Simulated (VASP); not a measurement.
Energy against volume of HgTe (zinc blende). Method: r2SCAN meta-GGA, VASP's PBE PAW potentials (set 64) (plane waves; VASP).

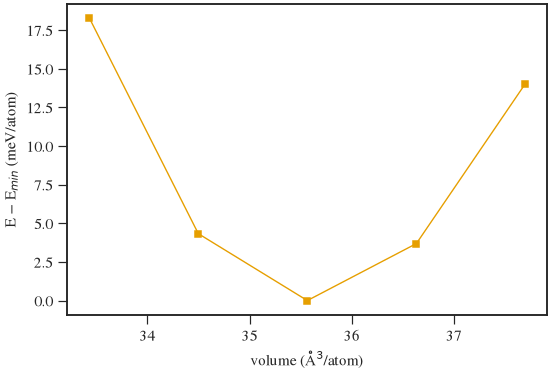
Figure: Energy against volume

Task: Estimate the equilibrium volume and the bulk modulus.

Result: The minimum lies near 35.6 Å³/atom, and the curvature gives B0 of about 40 GPa.

Measured: bulk modulus 42.3 GPa (computed value off by -5.6 %), as given by Cormac Toher et al., Physical Review Materials (2017), arXiv:1611.05714; a 6.460 Å (computed value off by +1.8 %), as given by R. J. Cava et al., Journal of Materials Chemistry C (2013), arXiv:1302.1059. The calculation is for a static lattice, while the measured bulk modulus, a hold thermal and zero-point effects, which are part of the difference.

The compound is HgTe in the zinc blende structure. It was relaxed first, which changed the volume by +6 %.
